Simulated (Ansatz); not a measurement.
# Two runs on C₂H₈AlClSi

System: C₂H₈AlClSi.
Method of the first run: RKS wB97X-V/def2-TZVPP (Ansatz 0.2.0).

The geometry comes from this level: PBE0-D4/def2-TZVP. Text and figures count atoms from 1; the logs count them from 0 in places.

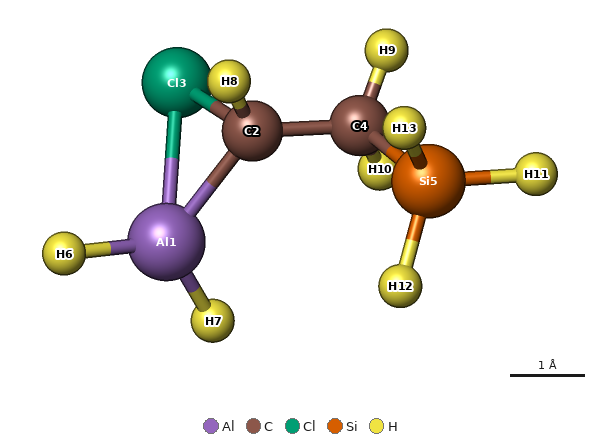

Fig. 1: The structure (ball-and-stick view, seen at a tilt; atoms are numbered from 1 in the order of the input). Sticks mark near contacts.

## Input, the first run
```yaml
crystal:
  periodic: [false, false, false]
  atoms:
    - {symbol: Al, position_ang: [-1.835653, 0.510662, 1.157380]}
    - {symbol: C, position_ang: [-0.008886, -0.188153, 0.917949]}
    - {symbol: Cl, position_ang: [0.089148, 0.827989, 2.553311]}
    - {symbol: C, position_ang: [0.975439, 0.314738, -0.081156]}
    - {symbol: Si, position_ang: [0.751578, -0.651443, -1.689615]}
    - {symbol: H, position_ang: [-2.904744, -0.379321, 1.909889]}
    - {symbol: H, position_ang: [-2.155869, 1.868677, 0.407862]}
    - {symbol: H, position_ang: [0.215353, -1.192861, 1.273895]}
    - {symbol: H, position_ang: [2.017552, 0.210928, 0.242071]}
    - {symbol: H, position_ang: [0.801735, 1.368623, -0.320885]}
    - {symbol: H, position_ang: [1.748963, -0.184117, -2.686328]}
    - {symbol: H, position_ang: [-0.619780, -0.434581, -2.221145]}
    - {symbol: H, position_ang: [0.945665, -2.105742, -1.448431]}
basis:
  gaussian: {orbitals: def2-TZVPP}
hamiltonian: {xc: {name: wB97X-V}}
output: {orbitals: {seedname: orbitals}}
```

Launched with:
```bash
ansatz run in.yaml --threads 4 --pin off --events-out ev --progress --plain --max-ram 10444MiB
```

Hardware: 4 threads of Arm Neoverse V2, 23 GiB of memory available, shared host.

## Output (the first run)
```
Functional definition: wB97X-V
  parameter omega = 0.3/bohr
  parameter cx = 0.167
  parameter cx1 = 0.603
  parameter cx2 = 1.194
  parameter css0 = 0.556
  parameter css1 = -0.257
  parameter cos0 = 1.219
  parameter cos1 = -1.850
  parameter b = 6.0
  parameter c = 0.01
  exchange = spin_sum(e_x_unif_sr(omega)*poly(b97_u_x, 1 - cx, cx1, cx2)) + cx*exact_x_sr(omega) + exact_x_lr(omega)
  correlation = spin_sum(e_c_pw_same_spin*poly(b97_u_same, css0, css1))
      + integral(e_c_pw_opposite_spin*poly(b97_u_opposite, cos0, cos1)) + vv10(b, c)
1721 factors; their error is unknown
402 factors; integrals over basis functions are off by at most 1.1e-5 eV
mean field evaluation 1: about -29195.1213 eV, gradient 3.6e1 eV
mean field evaluation 2: about -29196.2517 eV, gradient 2.9e1 eV
mean field evaluation 4: about -29198.3128 eV, gradient 1.7e0 eV
mean field evaluation 8: about -29198.3304 eV, gradient 9.1e-2 eV
mean field evaluation 16: about -29198.3483 eV, gradient 9.5e-5 eV
mean field -29198.34833511 eV, -1073.0195099638 hartree, gradient 3.2e-5 eV, S^2 0.000000; 0 other end points of the search recorded, 0 dependent functions left out
reference -29198.34833243 eV, -1073.0195098654 hartree; 32, 32 occupied and 268, 268 virtual orbitals, 1721 factors
Total energy: -29198.34833243 eV, -1073.0195098654 hartree
```

The input of the second run differs as follows (lines with − go, lines with + come):
```diff
-hamiltonian: {xc: {name: wB97X-V}}
+hamiltonian: {xc: pbe0, dispersion: d4}
```

Predict how the results change.

The total energies belong to different models, so their difference says nothing on which is more stable or more accurate. The HOMO goes from −10.16 to −7.81 eV. The LUMO goes from 1.13 to −0.90 eV. On the same kind of shared host the second run took about 0.41 times as long.

## Output (the second run)
```
Functional definition: PBE0
  parameter a = 0.25
  parameter kappa = 0.804
  parameter beta = 0.06672455060314922
  exchange = (1 - a)*pbe_x(kappa = kappa, mu = beta*pi^2/3) + a*exact_x
  correlation = pbe_c(beta = beta)
1748 factors; their error is unknown
mean field evaluation 1: about -29182.1071 eV, gradient 5.6e1 eV
mean field evaluation 2: about -29172.9451 eV, gradient 7.9e1 eV
mean field evaluation 4: about -29189.5966 eV, gradient 4.0e0 eV
mean field evaluation 8: about -29189.6292 eV, gradient 3.7e-2 eV
mean field evaluation 16: about -29189.6789 eV, gradient 4.5e-5 eV
mean field -29189.67893426 eV, -1072.7009153589 hartree, gradient 4.5e-5 eV, S^2 0.000000; 0 other end points of the search recorded, 0 dependent functions left out
reference -29189.67897543 eV, -1072.7009168719 hartree; 32, 32 occupied and 268, 268 virtual orbitals, 1748 factors
Total energy: -29189.96566893 eV, -1072.7114526637 hartree
```

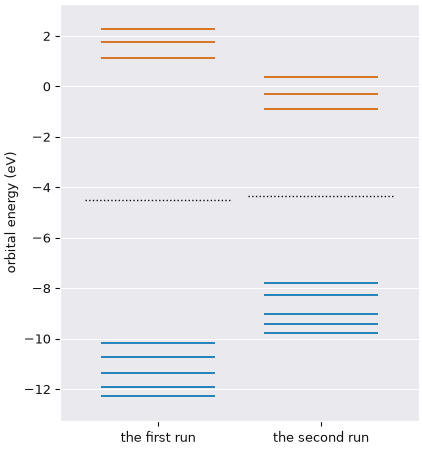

Fig. 2: The five highest filled and three lowest empty orbital energies of the two runs; the dotted lines part filled from empty levels. The HOMO–LUMO gap is 11.29 eV in the first run and 6.91 eV in the second run.

## The two runs side by side

| quantity | the first run | the second run |
| --- | --- | --- |
| outcome | converged | converged |
| total energy (hartree) | −1073.019510 | −1072.711453 |
| HOMO (eV) | −10.16 | −7.81 |
| LUMO (eV) | 1.13 | −0.90 |
| basis functions | 300 | 300 |
| wall time (shared host) | 11 s | 4.5 s |
